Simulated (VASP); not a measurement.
**A VASP study of Gallium (PBEsol): structure first, properties next**

Wanted: the relaxed cell of Gallium and its properties. The steps: relaxing cell and atoms (PBEsol), second relaxation, density, ELF and potential (PBEsol), band structure (PBEsol), density of states (PBEsol), electric field gradients (PBEsol) and vibrations at Γ (PBEsol). The start is a cell from a database of measured crystal structures.

Calculated with VASP 6.6.1; PBEsol; plane waves and PAW (Ga_d).

**1. The structure**

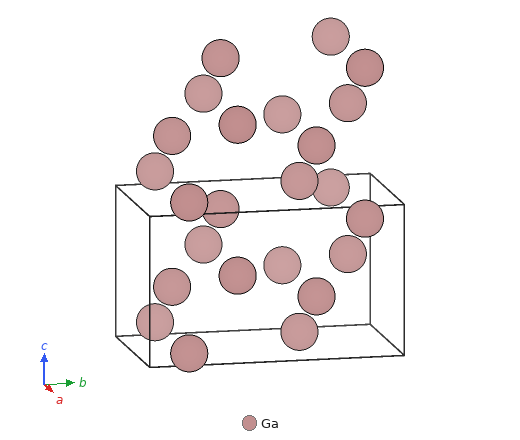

Start, viewed slightly off an axis; gallium pink. 1×1×2 cells are drawn. This picture shows the conventional cell, with its axes. Some periodic images of atoms are drawn too.

As a file:

```cif
data_structure
_symmetry_space_group_name_H-M 'Cmce'
_symmetry_Int_Tables_number 64
_cell_length_a 4.5230
_cell_length_b 7.6610
_cell_length_c 4.5240
_cell_angle_alpha 90.000
_cell_angle_beta 90.000
_cell_angle_gamma 90.000
_cell_volume 156.76
loop_
_atom_site_label
_atom_site_type_symbol
_atom_site_symmetry_multiplicity
_atom_site_Wyckoff_symbol
_atom_site_fract_x
_atom_site_fract_y
_atom_site_fract_z
_atom_site_occupancy
Ga1 Ga 8 f 0.50000 0.65490 0.08100 1
```

**2. Relaxing cell and atoms (PBEsol)**

Properties are meant for the cell that this level of theory prefers, so cell and atoms are relaxed first (ISIF = 3) until forces and stress are small; EDIFFG sets the threshold. PBEsol restores the gradient expansion of exchange and is tuned for the cells of solids.

INCAR reads:

```
SYSTEM = Ga
PREC = Accurate
ENCUT = 400
EDIFF = 1E-06
NELM = 100
ISMEAR = 1
SIGMA = 0.2
LREAL = .FALSE.
ALGO = Normal
GGA = PS
NBANDS = 32
LORBIT = 11
LWAVE = .FALSE.
LCHARG = .FALSE.
KPAR = 4
IBRION = 2
NSW = 60
ISIF = 3
EDIFFG = -0.01
```

POSCAR reads:

```
Ga
1.0
    2.2615000000     -3.8305000000      0.0000000000
    2.2615000000      3.8305000000      0.0000000000
    0.0000000000      0.0000000000      4.5240000000
Ga
4
Direct
    0.8451000000      0.1549000000      0.0810000000
    0.6549000000      0.3451000000      0.5810000000
    0.1549000000      0.8451000000      0.9190000000
    0.3451000000      0.6549000000      0.4190000000
```

KPOINTS reads:

```
Automatic mesh
0
Gamma
5 5 4
0 0 0
```

Potentials, in the order of the species: Ga_d (PBE family, release 64).

The run is started by

```bash
mpirun -np 4 vasp_std
```

Log:

```text
[banner, memory and clock lines left out]
running    4 mpi-ranks, on    1 nodes
 distrk:  each k-point on    1 cores,    4 groups
 distr:  one band on    1 cores,    1 groups

 POSCAR found type information on POSCAR Ga
 POSCAR found :  1 types and       4 ions
|                                                                             |
|               ----> ADVICE to this user running VASP <----                  |
|                                                                             |
|     You enforced a specific xc type in the INCAR file but a different       |
|     [... a line on the potential file left out ...]
|     I HOPE YOU KNOW WHAT YOU ARE DOING!                                     |
|                                                                             |

 LDA part: xc-table for (Slater+PW92), standard interpolation
 POSCAR, INCAR and KPOINTS ok, starting setup
 FFT: planning ... GRIDC
 FFT: planning ... GRID_SOFT
 FFT: planning ... GRID
 WAVECAR not read
 entering main loop
       N       E                     dE             d eps       ncg     rms          rms(c)
DAV:   1     0.317082709772E+03    0.31708E+03   -0.22756E+04  1784   0.266E+03
DAV:   2     0.216373181955E+02   -0.29545E+03   -0.29023E+03  1832   0.492E+02
DAV:   3    -0.127446682003E+02   -0.34382E+02   -0.34163E+02  1960   0.137E+02
DAV:   4    -0.136539506410E+02   -0.90928E+00   -0.90698E+00  1928   0.268E+01
DAV:   5    -0.136737135571E+02   -0.19763E-01   -0.19760E-01  2144   0.391E+00    0.266E+00
DAV:   6    -0.135172187727E+02    0.15649E+00   -0.33484E-01  2096   0.810E+00    0.138E+00
DAV:   7    -0.134840546256E+02    0.33164E-01   -0.77700E-02  2432   0.303E+00    0.355E-01
DAV:   8    -0.134808147636E+02    0.32399E-02   -0.15854E-02  1928   0.141E+00    0.446E-02
DAV:   9    -0.134809061323E+02   -0.91369E-04   -0.97065E-04  2040   0.345E-01    0.247E-02
DAV:  10    -0.134809093813E+02   -0.32490E-05   -0.21377E-04  1984   0.177E-01    0.516E-03
DAV:  11    -0.134809089574E+02    0.42390E-06   -0.38174E-05  2144   0.776E-02    0.441E-03
DAV:  12    -0.134809085209E+02    0.43644E-06   -0.61129E-06  1856   0.283E-02
   1 F= -.13480909E+02 E0= -.13479122E+02  d E =-.134809E+02
 curvature:   0.00 expect dE= 0.000E+00 dE for cont linesearch  0.000E+00
 trial: gam= 0.00000 g(F)=  0.732E-02 g(S)=  0.357E-01 ort = 0.000E+00 (trialstep = 0.100E+01)
 search vector abs. value=  0.430E-01
 bond charge predicted
       N       E                     dE             d eps       ncg     rms          rms(c)
DAV:   1    -0.142293119420E+02   -0.74840E+00   -0.10617E+01  1856   0.398E+01    0.520E+00
DAV:   2    -0.136481305566E+02    0.58118E+00   -0.17154E+00  2080   0.182E+01    0.220E+00
DAV:   3    -0.135202848730E+02    0.12785E+00   -0.15392E-01  2160   0.455E+00    0.575E-01
DAV:   4    -0.135031249981E+02    0.17160E-01   -0.37622E-02  1976   0.201E+00    0.387E-02
DAV:   5    -0.135033179244E+02   -0.19293E-03   -0.25725E-03  2352   0.460E-01    0.199E-02
DAV:   6    -0.135033116239E+02    0.63004E-05   -0.13430E-04  2128   0.996E-02    0.117E-02
DAV:   7    -0.135033058240E+02    0.57999E-05   -0.73021E-06  1800   0.256E-02    0.176E-03
DAV:   8    -0.135033056846E+02    0.13945E-06   -0.93184E-07  1008   0.102E-02
   2 F= -.13503306E+02 E0= -.13500928E+02  d E =-.223972E-01
[... from here on, the cycles between the ionic steps are left out ...]
   3 F= -.13503282E+02 E0= -.13500894E+02  d E =-.223733E-01
   4 F= -.13504081E+02 E0= -.13501739E+02  d E =-.799608E-03
   5 F= -.13505110E+02 E0= -.13503045E+02  d E =-.182827E-02
   6 F= -.13505569E+02 E0= -.13504592E+02  d E =-.228671E-02
   7 F= -.13505697E+02 E0= -.13504293E+02  d E =-.241493E-02
   8 F= -.13506243E+02 E0= -.13505170E+02  d E =-.546000E-03
   9 F= -.13506243E+02 E0= -.13505138E+02  d E =-.546620E-03
  10 F= -.13506662E+02 E0= -.13505602E+02  d E =-.418691E-03
  11 F= -.13506810E+02 E0= -.13505775E+02  d E =-.566084E-03
  12 F= -.13506920E+02 E0= -.13505938E+02  d E =-.676091E-03
  13 F= -.13506973E+02 E0= -.13506024E+02  d E =-.535661E-04
  14 F= -.13506972E+02 E0= -.13506015E+02  d E =-.525769E-04
  15 F= -.13506973E+02 E0= -.13506023E+02  d E =-.537359E-04
  16 F= -.13506973E+02 E0= -.13506019E+02  d E =-.538409E-04
  17 F= -.13506974E+02 E0= -.13506021E+02  d E =-.539920E-04
  18 F= -.13507048E+02 E0= -.13506096E+02  d E =-.744308E-04
  19 F= -.13507051E+02 E0= -.13506101E+02  d E =-.778601E-04
  20 F= -.13507053E+02 E0= -.13506102E+02  d E =-.791065E-04
 curvature:  -1.21 expect dE=-0.302E-04 dE for cont linesearch -0.238E-07
 trial: gam=-0.03257 g(F)=  0.327E-05 g(S)=  0.216E-04 ort = 0.324E-05 (trialstep = 0.723E+00)
 search vector abs. value=  0.252E-04
 bond charge predicted
       N       E                     dE             d eps       ncg     rms          rms(c)
DAV:   1    -0.135071508241E+02   -0.98216E-04   -0.17304E-03  2160   0.399E-01    0.575E-02
DAV:   2    -0.135070904923E+02    0.60332E-04   -0.23297E-04  2136   0.219E-01    0.295E-02
DAV:   3    -0.135070671697E+02    0.23323E-04   -0.32335E-05  2568   0.658E-02    0.699E-03
DAV:   4    -0.135070667401E+02    0.42965E-06   -0.11015E-05  1792   0.270E-02    0.196E-03
DAV:   5    -0.135070666644E+02    0.75685E-07   -0.73629E-07   968   0.810E-03
  21 F= -.13507067E+02 E0= -.13506131E+02  d E =-.140509E-04
 trial-energy change:   -0.000014  1 .order   -0.000015   -0.000018   -0.000012
 step:   2.0328(harm=  2.0328)  dis= 0.00036  next Energy=   -13.507078 (dE=-0.252E-04)
 reached required accuracy - stopping structural energy minimisation
```

Run time: 55 s. Hardware: 4 MPI ranks of Intel Xeon 6975P-C (Granite Rapids), shared host; peak memory 0.8 GiB.

Lines that name or quote the potential files are left out of all logs, and their timing lines are given in words.

Parts of OUTCAR (step 2):

```text
ion  position               nearest neighbor table
   1  0.845  0.155  0.081-   3 2.48   2 2.69   2 2.69   4 2.73   4 2.73   3 2.79   3 2.79
   2  0.655  0.345  0.581-   4 2.48   1 2.69   1 2.69   3 2.73   3 2.73   4 2.79   4 2.79
   3  0.155  0.845  0.919-   1 2.48   4 2.69   4 2.69   2 2.73   2 2.73   1 2.79   1 2.79
   4  0.345  0.655  0.419-   2 2.48   3 2.69   3 2.69   1 2.73   1 2.73   2 2.79   2 2.79

  LATTYP: Found a base centered orthorhombic cell.
 ALAT       =     4.5230000000
 B/A-ratio  =     1.6937873093
 C/A-ratio  =     1.0002210922

 Subroutine GETGRP returns: Found  8 space group operations
 (whereof  4 operations were pure point group operations)

The static configuration has the point symmetry C_2h.
 The point group associated with its full space group is D_2h.

 Found     27 irreducible k-points:

   k-points           NKPTS =     27   k-points in BZ     NKDIM =     27   number of bands    NBANDS=     32

   dimension x,y,z NGX =    30 NGY =   30 NGZ =   30
   dimension x,y,z NGXF=    60 NGYF=   60 NGZF=   60

   ENCUT  =  400.0 eV  29.40 Ry    5.42 a.u.   7.25  7.25  7.38*2*pi/ulx,y,z

   NELECT =      52.0000    total number of electrons

 k-points in reciprocal lattice and weights: Automatic mesh
   0.00000000  0.00000000  0.00000000       0.010
   0.20000000  0.00000000  0.00000000       0.040
   0.40000000 -0.00000000  0.00000000       0.040
   0.20000000  0.20000000  0.00000000       0.020
   0.40000000  0.20000000  0.00000000       0.040
  -0.40000000  0.20000000  0.00000000       0.040
  -0.20000000  0.20000000  0.00000000       0.020
   0.40000000  0.40000000  0.00000000       0.020
  -0.40000000  0.40000000  0.00000000       0.020
[...]
0.40000000  0.40000000  0.50000000       0.020
  -0.40000000  0.40000000  0.50000000       0.020

 average (electrostatic) potential at core
       1 -65.0112       2 -65.0112       3 -65.0112       4 -65.0112

 E-fermi :   5.1213

 k-point     1 :       0.0000    0.0000    0.0000
  band No.  band energies     occupation
    ...
     22       0.9612      2.00000
     23       1.3830      2.00000
     24       3.2731      2.00000
     25       3.3088      2.00000
     26       4.5484      2.00039
     27       5.9681     -0.00000
     28       6.1767     -0.00000
     29       6.3166     -0.00000
     30      10.3296      0.00000
     31      10.6853      0.00000
    ...

 k-point     2 :       0.2000    0.0000    0.0000
  band No.  band energies     occupation
    ...
     22       0.0441      2.00000
     23       1.3673      2.00000
     24       1.6187      2.00000
     25       3.7253      2.00000
     26       4.2115      2.00000
     27       6.2883     -0.00000
     28       7.6999     -0.00000
     29       8.3498     -0.00000
     30       8.5764     -0.00000
     31       9.5184      0.00000
    ...

 k-point     3 :       0.4000   -0.0000    0.0000
  band No.  band energies     occupation
    ...
     22      -2.5475      2.00000
     23       1.6470      2.00000
     24       1.8290      2.00000
     25       3.5390      2.00000
     26       3.7263      2.00000
     27       6.2832     -0.00000
     28       6.3802     -0.00000
     29       8.8868     -0.00000
     30       9.6297      0.00000
     31      10.3574      0.00000
    ...

  Total       -0.0075906     -0.0249899     -0.0013656      0.0000000      0.0000000      0.0000000
  in kB       -0.1603824     -0.5280135     -0.0288540      0.0000000      0.0000000      0.0000000
  external PRESSURE =      -0.2390833 kB  Pullay stress =       0.0000000 kB

  energy-cutoff  :      400.00
  volume of cell :       75.83
      direct lattice vectors                 reciprocal lattice vectors
     2.256425155 -3.759290449  0.000000000     0.221589446 -0.133003823  0.000000000
     2.256425155  3.759290449 -0.000000000     0.221589446  0.133003823 -0.000000000
     0.000000000  0.000000000  4.469648100     0.000000000  0.000000000  0.223731260

 POSITION                                       TOTAL-FORCE (eV/Angst)
 -----------------------------------------------------------------------------------
      2.25643     -2.57796      0.39068         0.000000      0.004120     -0.002232
      2.25643     -1.18133      2.62551         0.000000     -0.004120     -0.002232
      2.25643      2.57796      4.07897         0.000000     -0.004120      0.002232
      2.25643      1.18133      1.84414         0.000000      0.004120      0.002232
 -----------------------------------------------------------------------------------
    total drift:                                0.000000      0.000000      0.000000

  FREE ENERGIE OF THE ION-ELECTRON SYSTEM (eV)
  ---------------------------------------------------
  free  energy   TOTEN  =       -13.5070666644 eV

  energy  without entropy=      -13.5042600085  energy(sigma->0) =      -13.50613111

 reached required accuracy - stopping structural energy minimisation

 total charge
# of ion       s       p       d       tot
------------------------------------------
    1        0.956   0.736   9.961  11.652
    2        0.956   0.736   9.961  11.652
    3        0.956   0.736   9.961  11.652
    4        0.956   0.736   9.961  11.652
--------------------------------------------------
tot          3.823   2.942  39.844  46.610

[... 3 further parts left out ...]
```

CONTCAR:

```
Ga
   1.00000000000000
     2.2564251553401657   -3.7592904491965764    0.0000000000000000
     2.2564251553401657    3.7592904491965764   -0.0000000000000000
     0.0000000000000000    0.0000000000000000    4.4696481003734929
  Ga
     4
Direct
     0.8428779596113111    0.1571220403886889    0.0874078284768048
     0.6571220403886889    0.3428779596113112    0.5874078284768049
     0.1571220403886889    0.8428779596113111    0.9125921715231951
     0.3428779596113112    0.6571220403886889    0.4125921715231952
```

The k-mesh is coarse for a metal. The PAW data sets were made with PBE, which is usual practice but a small mismatch for other functionals. The run keeps the 8 symmetry operations of its start, so it cannot find a distortion of lower symmetry.

The steps of the relaxation:

```csv
step,energy less that of the first step (eV),largest force (eV/Å),pressure (GPa),volume (Å³)
1,0.0000,0.1947,-2.00,78.38
2,-0.0224,0.0450,-0.03,75.64
3,-0.0224,0.0376,0.17,75.53
4,-0.0232,0.0358,0.15,75.55
5,-0.0242,0.0348,0.14,75.59
6,-0.0247,0.0399,0.19,75.66
7,-0.0248,0.0368,0.15,75.64
8,-0.0253,0.0328,-0.17,76.01
9,-0.0253,0.0323,-0.09,75.97
10,-0.0258,0.0192,0.06,75.92
11,-0.0259,0.0159,0.02,75.90
12,-0.0260,0.0213,0.13,75.84
13,-0.0261,0.0175,-0.07,75.93
14,-0.0261,0.0182,-0.02,75.91
15,-0.0261,0.0175,-0.13,75.92
16,-0.0261,0.0179,-0.05,75.92
17,-0.0261,0.0176,-0.10,75.92
18,-0.0261,0.0076,-0.08,75.87
19,-0.0261,0.0048,-0.04,75.84
20,-0.0261,0.0041,-0.02,75.85
21,-0.0262,0.0047,-0.02,75.83
```

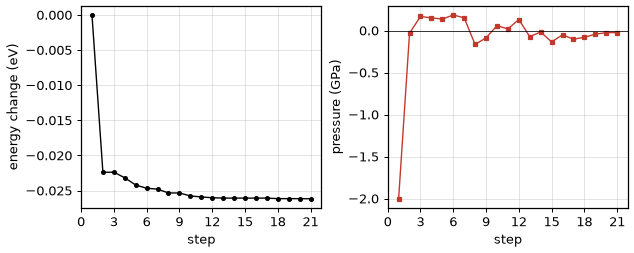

Energy and pressure along the relaxation.

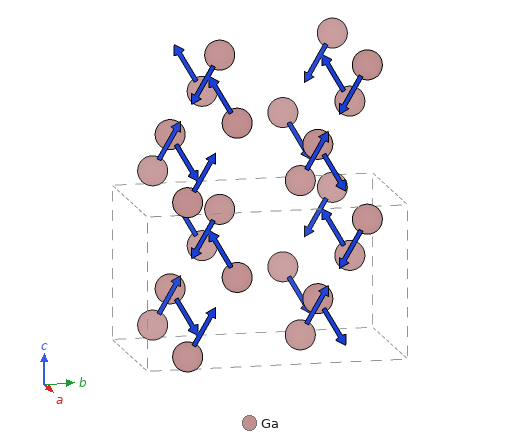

Displacements in the relaxation, exaggerated, measured against the changing cell; the longest in the cell stands for 0.03 Å. 1×1×2 conventional cells are drawn. Some periodic images of atoms are drawn too.

```csv
"conventional cell, symmetrised",before,after,change
a (Å),4.523,4.513,-0.2 %
b (Å),7.661,7.519,-1.9 %
c (Å),4.524,4.470,-1.2 %
volume (Å³/atom),19.59,18.96,-3.3 %
```

The atoms that moved most (Å, as changes of fractional coordinates times the final cell):

```csv
atom,dx,dy,dz,length
Ga2,0.000,-0.017,0.029,0.033
Ga4,0.000,0.017,-0.029,0.033
Ga1,0.000,0.017,0.029,0.033
Ga3,0.000,-0.017,-0.029,0.033
```

The relaxed structure:

```
Ga
1.0
     2.25643   -3.75929    0.00000
     2.25643    3.75929    0.00000
     0.00000    0.00000    4.46965
Ga
4
Cartesian
  2.2564 -2.5780 0.3907
  2.2564 -1.1813 2.6255
  2.2564 2.5780 4.0790
  2.2564 1.1813 1.8441
```

This step gave:

```
electrons                       : 52
bands                           : 32
irreducible k-points            : 27
symmetry operations             : 8
free energy (TOTEN)             : -13.51 eV
energy at zero smearing         : -13.51 eV
Fermi energy                    : 5.121 eV
pressure                        : -0.02391 GPa
metallic                        : yes
SCF cycles over all ionic steps : 117
```

It ends with a largest force of 0.005 eV/Å and a pressure of -0.02 GPa. The volume lies -3.3 % from that of the database's start, which holds the thermal and zero-point expansion of its experiment.

[end of part 1 of 5]

[Lines on the potential files, build, host, timing and source positions are cut from VASP's logs without a mark.]

[Logs are printed without paths, hosts, clocks, repeated set-up lines and the standing remarks that a program may print on its own settings, such as how far it seeks lower states.]

[Hosts, paths, dates, database ids (printed as entryN), source tags and the programs' standing remarks are cut or masked in the printed files.]

[A measured line is paired with the nearest computed mode of its activity, which favours agreement.]
